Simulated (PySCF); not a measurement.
# AlSiH5S2O (SMILES [SiH3][O][Al]([SH])[SH]) at 4 levels

Wanted: a comparison of 4 runs (HF/STO-3G, BP86/STO-3G, B3LYP/6-31G*, B3LYP/6-31+G*) of AlSiH5S2O. 

The calculation is run with PySCF 2.14.0.

### 1 Starting point

AlSiH5S2O has 10 atoms, charge 0, and is taken as a singlet. SMILES: `[SiH3][O][Al]([SH])[SH]`. The shape is that of a PBE0-D4/def2-TZVP optimisation. This is one conformer, not always the lowest.

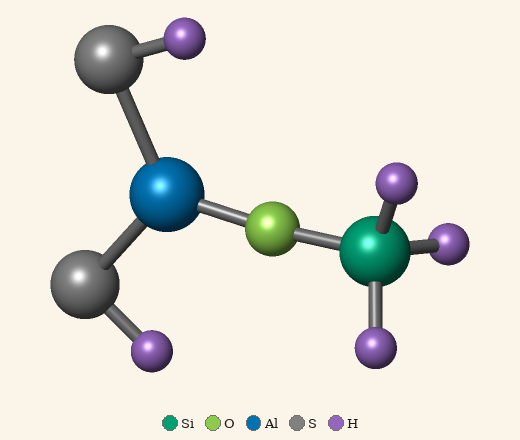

The structure, seen from a chosen angle (silicon teal, oxygen green, aluminium blue, sulfur grey, hydrogen purple).

### 2 Energy and gradient at HF/STO-3G (run 1)

Contents of calc.py:

```python
import pyscf.grad
from pyscf import gto, scf

mol = gto.M(
    atom='''
Si     0.491000    -1.804000    -0.213500
O     -0.028100    -0.275200    -0.026300
Al    -0.376300     1.351900     0.161300
S     -2.407800     2.004700     0.559400
S      1.185000     2.854100     0.013900
H      1.976000    -1.854800    -0.141100
H      0.054600    -2.326100    -1.534800
H     -0.073200    -2.663600     0.859700
H     -2.864900     0.740000     0.540400
H      2.126700     1.921900    -0.216300
''',
    basis='sto-3g',
    verbose=4,
    charge=0,
    max_memory=1860,
)

myscf = scf.RHF(mol)
myscf.conv_tol = 1e-10
myscf.kernel()
if not myscf.converged:
    myscf = myscf.newton().run(myscf.mo_coeff, myscf.mo_occ)

energy = myscf.e_tot
print('E = %.10f Eh' % energy)
grad = myscf.Gradients().kernel()
myscf.analyze()
```

On the command line:

```bash
$ OMP_NUM_THREADS=1 python calc.py
```

Log:

```text
PySCF version 2.14.0

[... 78 lines left out ...]
One-electron Energy =                -2713.757765098985146
[... 8 lines left out ...]
MO #4   energy= -57.836764895021   occ= 2
[... 6 lines left out ...]
MO #11  energy= -6.20734320389738  occ= 2
[... 6 lines left out ...]
MO #18  energy= -4.01148181670744  occ= 2
[... 6 lines left out ...]
MO #25  energy= -0.67442981483122  occ= 2
[... 6 lines left out ...]
MO #32  energy= -0.328211344006289 occ= 2
[... 6 lines left out ...]
MO #39  energy= 0.496298992110942  occ= 0
[... 6 lines left out ...]
MO #46  energy= 0.782015761146212  occ= 0
[... 59 lines left out ...]
Dipole moment(X, Y, Z, Debye):  0.52243, -2.12392, -0.25027
```

It took 6 s on 1 thread of Intel Xeon at 2.70GHz, shared host; peak memory 0.12 GiB.

### 3 Energy and forces at BP86/STO-3G (run 2)

Contents of calc.py:

```python
from pyscf import gto, dft

molecule = gto.M(
    atom='''
Si       0.491000      -1.804000      -0.213500
O       -0.028100      -0.275200      -0.026300
Al      -0.376300       1.351900       0.161300
S       -2.407800       2.004700       0.559400
S        1.185000       2.854100       0.013900
H        1.976000      -1.854800      -0.141100
H        0.054600      -2.326100      -1.534800
H       -0.073200      -2.663600       0.859700
H       -2.864900       0.740000       0.540400
H        2.126700       1.921900      -0.216300
''',
    verbose=4,
    max_memory=1860,
    basis='sto-3g',
)

ks = dft.RKS(molecule, xc='bp86')
ks.conv_tol = 1e-10
ks.grids.level = 5
ks.kernel()
if not ks.converged:
    ks = ks.newton().run(ks.mo_coeff, ks.mo_occ)

e_final = ks.e_tot
print('E(%s) = %.9f' % ('BP86', e_final))
grad = ks.nuc_grad_method().kernel()
ks.analyze()
```

On the command line:

```bash
$ OMP_NUM_THREADS=1 python calc.py
```

Log:

```text
PySCF version 2.14.0

[... 98 lines left out ...]
One-electron Energy =                -2713.203668055039998
[... 8 lines left out ...]
MO #4   energy= -54.8104288319299  occ= 2
[... 6 lines left out ...]
MO #11  energy= -5.29036630591486  occ= 2
[... 6 lines left out ...]
MO #18  energy= -3.24318994016926  occ= 2
[... 6 lines left out ...]
MO #25  energy= -0.435506043429669 occ= 2
[... 6 lines left out ...]
MO #32  energy= -0.158244407779982 occ= 2
[... 6 lines left out ...]
MO #39  energy= 0.239026591379928  occ= 0
[... 6 lines left out ...]
MO #46  energy= 0.469857220509781  occ= 0
[... 59 lines left out ...]
Dipole moment(X, Y, Z, Debye):  0.39134, -1.78024, -0.21268
```

Run time: 32 s. Hardware: 1 thread of Intel Xeon at 2.70GHz, shared host; peak memory 0.49 GiB.

Run 3 isn't shown in full; the table further down has it.

### 4 Energy and forces at B3LYP/6-31+G(d) (spherical functions) (run 4)

Contents of start.xyz:

```xyz
10

Si     0.491000    -1.804000    -0.213500
O     -0.028100    -0.275200    -0.026300
Al    -0.376300     1.351900     0.161300
S     -2.407800     2.004700     0.559400
S      1.185000     2.854100     0.013900
H      1.976000    -1.854800    -0.141100
H      0.054600    -2.326100    -1.534800
H     -0.073200    -2.663600     0.859700
H     -2.864900     0.740000     0.540400
H      2.126700     1.921900    -0.216300
```

Contents of run.py:

```python
from pyscf import gto, dft

mol = gto.M(
    atom='start.xyz',
    basis='6-31+g*',
    charge=0,
    max_memory=1860,
    verbose=4,
)

calc0 = dft.RKS(mol, xc='b3lyp')
calc0.conv_tol = 1e-10
calc0.grids.level = 5
calc0.kernel()
if not calc0.converged:
    calc0 = calc0.newton().run(calc0.mo_coeff, calc0.mo_occ)

etot = calc0.e_tot
print(f'total energy: {etot:.8f} hartree')
grad = calc0.nuc_grad_method().kernel()
dip = calc0.dip_moment()
pop, q = calc0.mulliken_pop()
```

On the command line:

```bash
$ OMP_NUM_THREADS=1 python run.py
```

Log:

```text
PySCF version 2.14.0

[... 78 lines left out ...]
converged SCF energy = -1406.71858577652
total energy: -1406.71858578 hartree
[... 12 lines left out ...]
Dipole moment(X, Y, Z, Debye):  0.51598, -2.09837, -0.24474
[... 127 lines left out ...]
charge of    9H =      0.11777
```

Wall time 1.8 min (1 thread of Intel Xeon at 2.70GHz, shared host); peak memory 1.2 GiB.

### 5 The series

| run | level | integration grid | energy (Eh) | dipole moment (D) | HOMO energy (eV) | LUMO energy (eV) | wall time |
| --- | --- | --- | --- | --- | --- | --- | --- |
| 1 | HF/STO-3G | – | -1387.861198 | 2.20 | -6.67 | 9.03 | 6 s |
| 2 | BP86/STO-3G | 5 | -1390.564015 | 1.84 | -1.94 | 3.57 | 32 s |
| 3 | B3LYP/6-31G* (spherical functions) | 5 | -1406.707826 | 2.30 | -7.31 | -0.89 | 64 s |
| 4 | B3LYP/6-31+G* (spherical functions) | 5 | -1406.718586 | 2.17 | -7.42 | -1.31 | 1.8 min |

### 6 What came out

| quantity | value |
| --- | --- |
| run 4: total energy | -1406.71859 Eh |
| run 4: dipole moment | 2.17 D |
| run 4: HOMO energy | -7.42 eV |
| run 4: LUMO energy | -1.31 eV |
| run 4: HOMO–LUMO gap | 6.11 eV |
| run 4: largest force on an atom | 0.876 eV/Å |

In words: The dipole moment (its size) runs from 1.84 D (BP86/STO-3G) to 2.30 D (B3LYP/6-31G*). The two ends differ in method and basis. The HOMO–LUMO gap runs from 5.50 eV (BP86/STO-3G) to 15.70 eV (HF/STO-3G). Exact exchange widens orbital gaps. Totals of different functionals can't be ranked against each other. In runs 1, 2 the basis is minimal, so the values are rough. All runs together took 3.4 min, the longest 1.8 min.
